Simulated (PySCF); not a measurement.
**Run report: C₃H₇PSi, core-level calculation**

The run: core-level calculation of C₃H₇PSi. Method and program: delta-SCF UKS SCAN, pcX-2 on the ionised atom, pcseg-1 elsewhere, spin-free X2C (PySCF 2.14.0).

Figures and captions count atoms from 1; the log counts them from 0 in places.

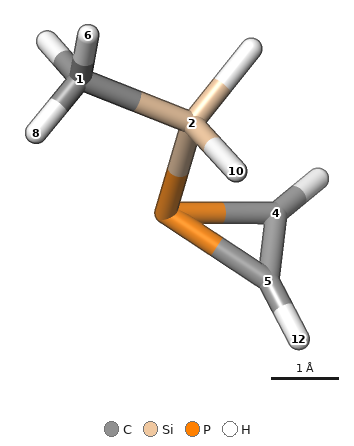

*The input geometry (stick view, seen at a tilt; atoms are numbered from 1 in the order of the input).*

Bond lengths as drawn: C–C 1.30 Å, C–H 1.07 to 1.09 Å, C–P 1.85 Å, C–Si 1.90 Å, H–Si 1.47 Å and P–Si 2.26 Å.

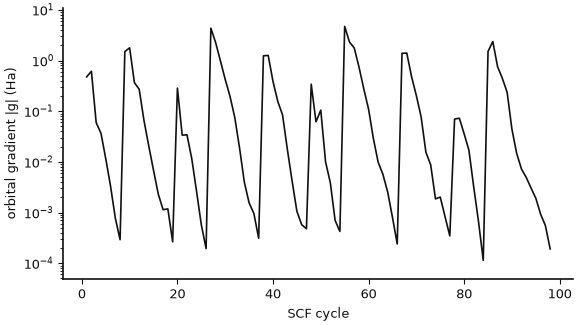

*Convergence of the self-consistent field: orbital gradient |g| against the SCF cycle.*

All cycles printed in the log are drawn one after another.

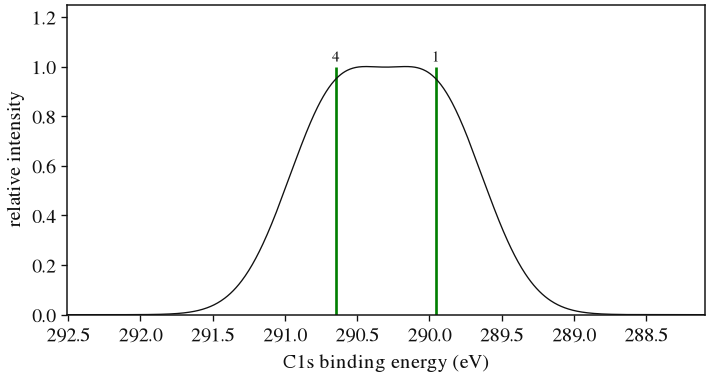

*C1s binding energies by ΔSCF of the atoms computed, labelled by atom number, with a Gaussian envelope of 0.8 eV full width.*

They run from 289.95 eV (atom 1) to 290.65 eV (atom 4).

The input and output of the run follow.

### Input file
```
{"job": {"kind": "xps"}, "charge": 0, "multiplicity": 1}
C     -2.288470    -0.100176    -0.091391
Si    -0.566590    -0.255335     0.688284
P      0.919986     0.536747    -0.821544
C      2.349650     0.923963     0.284989
C      2.472545    -0.267641    -0.218676
H     -3.053244    -0.466668     0.584847
H     -2.521413     0.933469    -0.329501
H     -2.356053    -0.672707    -1.011715
H     -0.511981     0.500066     1.950575
H     -0.294951    -1.660029     1.035139
H      2.780043     1.674625     0.907412
H      3.071677    -1.147000    -0.283798
```

The first line tells a small driver script what to run in PySCF; the rest is the geometry in Å.

Run as:
```bash
OMP_NUM_THREADS=1 python <driver script> task.json out
```

### What the program printed
```
ground state, core basis on atom 0 (C), 144 functions
  cycle   1  E = -750.48536291  |g| = 4.75e-01
  cycle   2  E = -750.44193217  |g| = 6.13e-01
  cycle   3  E = -750.54479335  |g| = 5.95e-02
  cycle   4  E = -750.54568669  |g| = 3.67e-02
  cycle   5  E = -750.54613359  |g| = 1.16e-02
  cycle   6  E = -750.54617037  |g| = 3.34e-03
  cycle   7  E = -750.54617233  |g| = 7.83e-04
  cycle   8  E = -750.54617151  |g| = 2.91e-04
  E(ground) = -750.60450375 Eh
hole in C 1s of atom 0
  cycle   1  E = -739.32203642  |g| = 1.50e+00
  cycle   2  E = -738.64303167  |g| = 1.78e+00
[... 9 cycles left out ...]
  E(ion) = -739.94897656 Eh   <S^2> = 0.7666   hole on atom = 1.000   binding energy = 289.952 eV
ground state, core basis on atom 1 (Si), 155 functions
[... 7 cycles left out ...]
  E(ground) = -750.65704810 Eh
hole in Si 1s of atom 1
[... 11 cycles left out ...]
  E(ion) = -682.83043853 Eh   <S^2> = 0.7526   hole on atom = 1.000   binding energy = 1845.656 eV
hole in Si 2p of atom 1
[... 10 cycles left out ...]
  E(ion) = -746.75589258 Eh   <S^2> = 0.7527   hole on atom = 1.002   binding energy = 106.156 eV
  2p3/2 = 105.960 eV   2p1/2 = 106.583 eV
ground state, core basis on atom 2 (P), 155 functions
[... 7 cycles left out ...]
  E(ground) = -750.69201173 Eh
hole in P 1s of atom 2
[... 12 cycles left out ...]
  E(ion) = -671.69776193 Eh   <S^2> = 0.7525   hole on atom = 1.000   binding energy = 2149.543 eV
hole in P 2p of atom 2
[... 11 cycles left out ...]
  E(ion) = -745.68182147 Eh   <S^2> = 0.7543   hole on atom = 1.002   binding energy = 136.334 eV
  2p3/2 = 135.967 eV   2p1/2 = 136.858 eV
ground state, core basis on atom 3 (C), 144 functions
[... 7 cycles left out ...]
  E(ground) = -750.60821591 Eh
hole in C 1s of atom 3
[... 4 cycles left out ...]
  cycle   5  E = -739.83890490  |g| = 2.36e-01
  cycle   6  E = -739.86713026  |g| = 4.41e-02
  cycle   7  E = -739.86832416  |g| = 1.46e-02
  cycle   8  E = -739.86851877  |g| = 7.23e-03
  cycle   9  E = -739.86860008  |g| = 4.93e-03
  cycle  10  E = -739.86864762  |g| = 3.04e-03
  cycle  11  E = -739.86867172  |g| = 1.92e-03
  cycle  12  E = -739.86867857  |g| = 9.30e-04
  cycle  13  E = -739.86868133  |g| = 5.54e-04
  cycle  14  E = -739.86868252  |g| = 1.92e-04
  E(ion) = -739.92702384 Eh   <S^2> = 0.8585   hole on atom = 1.000   binding energy = 290.650 eV
```

### Results in brief

- outcome: converged
- hardware: 1 CPU thread, shared host
- wall time: 50 s
- peak memory: 0.61 GiB

The core-hole state is spin-contaminated.
